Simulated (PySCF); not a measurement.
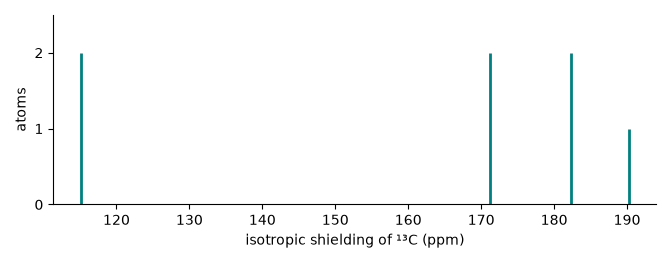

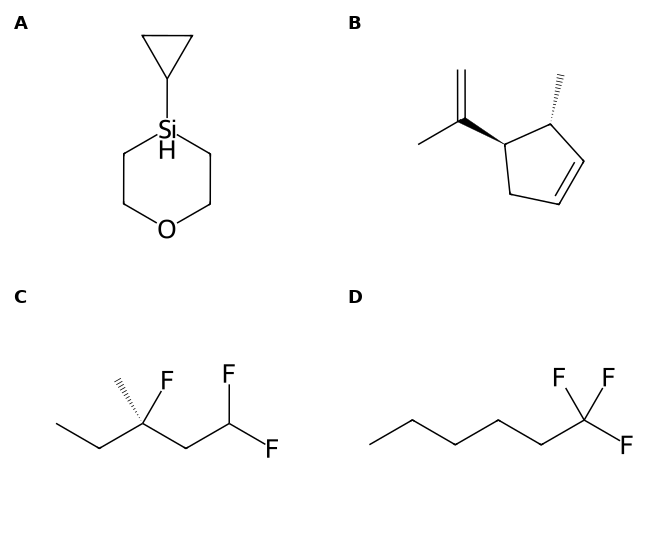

The sticks are computed shieldings of one of the molecules, for one fixed geometry (PBE0-D3(BJ)/def2-SVP) without averaging over rotations. Low shielding means a high chemical shift. Method: GIAO PBE0/pcSseg-1 NMR shielding, non-relativistic, IEF-PCM acetone (PySCF 2.14.0).

**Which molecule gives this pattern?**

A, `C1C[SiH](C2CC2)CCO1`. Its 7 C atoms give lines at 115.1 (2 atoms), 171.2 (2 atoms), 182.3 (2 atoms), 190.3 ppm.
